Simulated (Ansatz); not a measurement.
System: H$_{8}$Si$_{3}$···H$_{2}$.

```xyz
13

Si   -0.5869    0.0589   -0.8056
H     0.1921    0.4239    1.7237
Si    1.7288   -0.0418   -0.3818
H     2.0536   -1.2885    0.4024
H     2.4614   -0.0967   -1.6992
H     2.2269    1.1490    0.3908
H    -0.8294    1.3757   -1.5018
H    -0.8632   -0.9998   -1.8459
Si   -2.1551   -0.1943    0.8011
H    -3.4663   -0.4852    0.1225
H    -1.8486   -1.3455    1.7149
H    -2.3457    1.0410    1.6291
H    -0.0884    0.4033    2.3794
```

Not at a stationary point (largest force 1.6 eV/Å).

Theory: RKS PBE/6-31G* in Ansatz.

What can the converged electron density and electron localisation function tell about the bonding?

Answer. Si–Si (2.26 Å): the density is about 0.67 e/Å³ at the midpoint; the ELF peaks at about 1 between the atoms, as expected for a covalent bond.
Si–Si (2.36 Å): the density is about 0.59 e/Å³ at the midpoint; the ELF peaks at about 1 between the atoms, as expected for a shared electron pair.

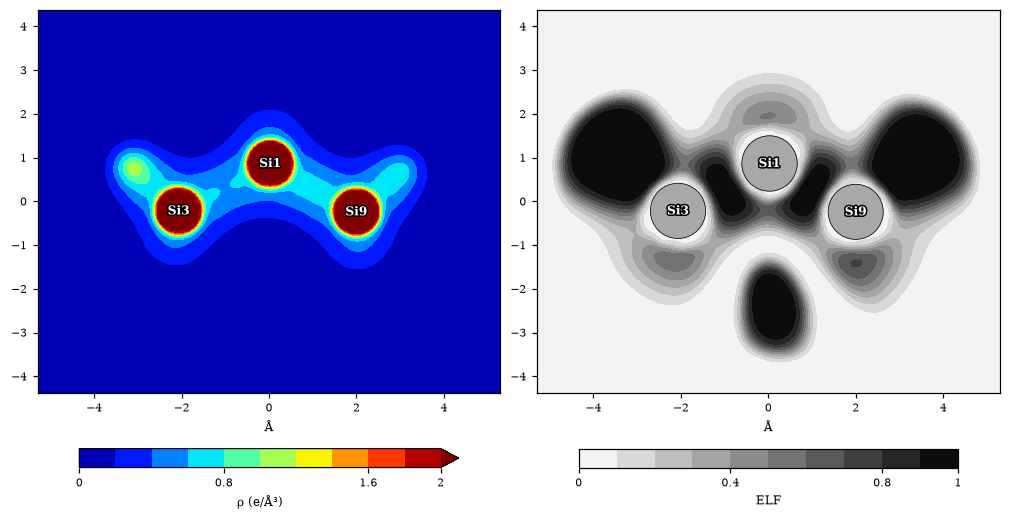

Computed electron density and electron localisation function on the plane of atoms Si3, Si1 and Si9, in this order. Grey discs cover the atomic cores in the ELF map. 
